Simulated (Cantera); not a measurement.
A closed system holds: 1 mol Al(CH3)3, 0.29 mol O2, 11 mol N2, 0.0023 mol NH3, at 0.00133 bar.

Method: chemical equilibrium by Gibbs-energy minimisation in Cantera with the NASA 1993 tables (ideal gas, pure condensed phases). Candidate condensed phases: Al, AlN, Al2O3, C, C6H6, C7H8, C8H18, H2O; 148 gas species. The feed counts by its element totals alone. Mutual solubility and eutectic melting of coexisting phases are not modelled. Rates play no part.

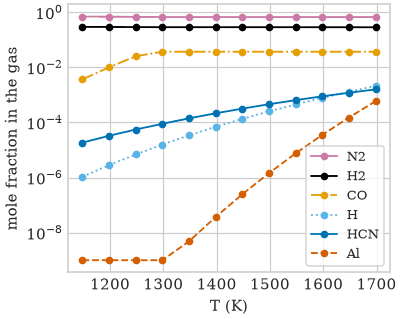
*Equilibrium gas composition (values under 1e-9 drawn at 1e-9)*

Read off the mole fractions at 1498 K.

N2 about 0.67, H2 about 0.29, CO about 0.037, HCN about 0.00046, H about 0.00025, Al about 1.4e-6.
